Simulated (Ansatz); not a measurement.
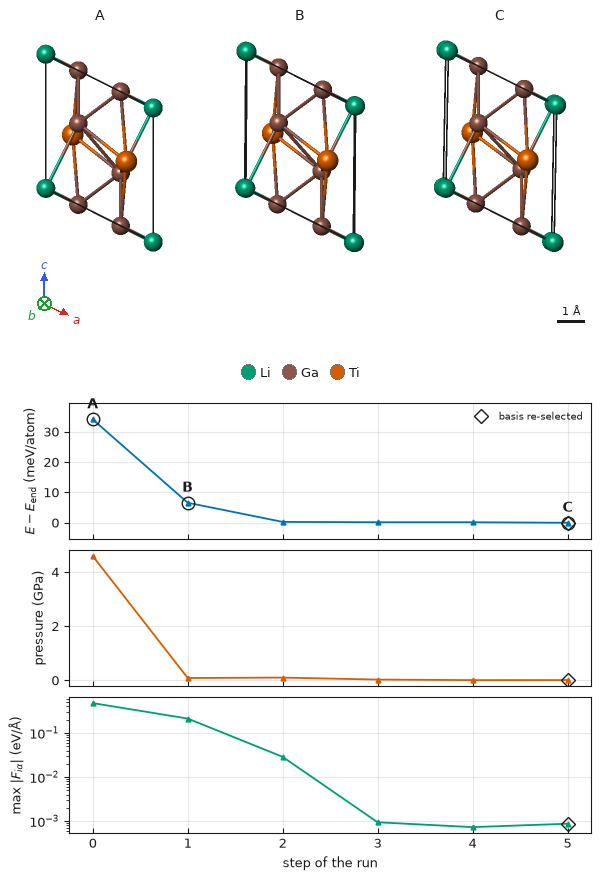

Frames of a relaxation of a crystal of LiTi$_{2}$Ga$_{4}$ (a generated structure, set up in I4/mmm), marked on the history of the run. A ball-and-stick model of the cell of the calculation, seen along the b axis.

Theory: DFT, PAW plane waves, PBE (Ansatz 0.2.0).

The input:
```yaml
crystal:
  lattice:
    - [-3.262985, 3.262985, 2.666002]
    - [3.262985, -3.262985, 2.666002]
    - [3.262985, 3.262985, -2.666002]
  atoms:
    - { symbol: Li, position: [0.0, 0.0, 0.0] }
    - { symbol: Ga, position: [0.303, 0.303, 0.606] }
    - { symbol: Ga, position: [0.303, 0.697, 0.0] }
    - { symbol: Ga, position: [0.697, 0.697, 0.394] }
    - { symbol: Ga, position: [0.697, 0.303, 0.0] }
    - { symbol: Ti, position: [0.75, 0.25, 0.5] }
    - { symbol: Ti, position: [0.25, 0.75, 0.5] }
  symmetry: { tolerance: 0.0003 }
kpoints:
  mp_grid: { grid: [4, 4, 4], shift: [0, 0, 0] }
magnetization:
  spin_polarized: false
scf:
  occupations: { method: cold, width: 0.01 }
hamiltonian:
  pseudopotentials: { kind: paw }
  xc: pbe
basis:
  ecutwfc: 420
output:
  forces: true
  stress: true
  eigenvalues: true
  write_density: true
  write_potential: true
  elf: true
  volumetric_format: npy
relax:
  max_steps: 40
  cell: {}
```

Run as
```bash
ansatz run input.yaml --threads 1 --pin off --max-ram 2560MiB --backend cpu --events-out ev --progress --plain --runs-dir out
```

What happens along the run?

The energy falls by 34.1 meV per atom in 4 accepted moves (5 points after the start). Largest force component: 0.48 eV/Å at the start, 0.00087 eV/Å at the end. The pressure goes from 4.59 to 0.01 GPa. At 1 point the geometry stayed and the basis and grid were re-selected for the new cell (energy shift of 0.2 meV per atom at most each time). The largest moves relative to the cell, 0.084 Å, are those of Ga2, Ga3, Ga4 and Ga5. Ga4 goes along [1 1 2]. Ti and Li stay in place. The volume changes by +5.0 %, with a = b = c 5.329 → 5.440 Å (+2.1 %), α 104.5° → 103.5°, β 104.5° → 103.5°, γ 120.0° → 122.3°. Near-neighbour distances that change, for instance: Ga2–Ga3 2.571 → 2.774 Å, Ga2–Ga4 2.840 → 2.757 Å, Ga2–Ti6 2.709 → 2.752 Å, Ti6–Ti7 2.666 → 2.625 Å. The space group stays I4/mmm (No. 139). From step 0 to 1: Ga atoms move most (0.04 Å), volume +4.7 %, energy −27.5 meV per atom. From step 1 to 5: Ga atoms move most (0.04 Å), volume +0.3 %, energy −6.6 meV per atom.
